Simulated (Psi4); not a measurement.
Exact exchange and the electronic atomisation energy of SnH2F2

SnH2F2 has 5 atoms, charge 0, and is taken as a singlet. As SMILES, `[F][SnH2][F]`. Geometry: relaxed at PBE0-D4/def2-TZVP.

The electronic atomisation energy y, in eV, basis def2-SVP with a core potential; a is the functional's share of exact exchange. Programs: Psi4 1.11.

| functional | program | a | y (eV) |
| --- | --- | --- | --- |
| PBE | Psi4 | 0 | 14.52 |
| r2SCAN | Psi4 | 0 | 14.31 |
| TPSSh | Psi4 | 0.1 | 14.39 |
| B3LYP | Psi4 | 0.2 | 14.11 |
| PBE0 | Psi4 | 0.25 | ? |
| BHLYP | Psi4 | 0.5 | 13.40 |

Q: Fit y = c + s·a to the known rows and predict PBE0.

A: 
1. Means of the 5 rows: a = 0.1600, y = 14.146.
2. Σ(Δa)² = 0.172, Σ(Δa·Δy) = -0.3558, so the slope is -0.3558/0.172 = -2.0686.
3. Intercept: 14.146 − (-2.0686) × 0.1600 = 14.477. The largest residual of the fit is 0.17.
4. PBE0: 14.477 + (-2.0686) × 0.25 = 13.96 eV.

The run gave 13.92 eV, so the prediction is off by +0.04 eV, within the largest residual. The rows mix families of semi-local functionals, which the line can't see. Spin-orbit coupling is left out.

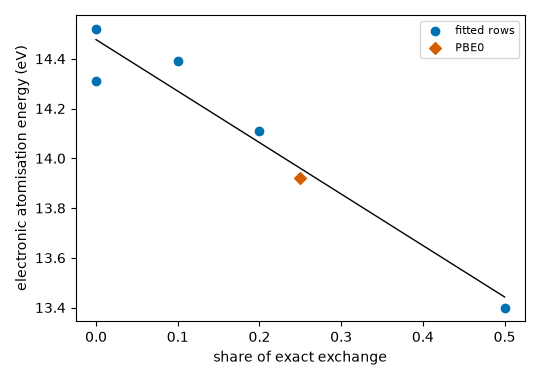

The fitted line, with the withheld row.
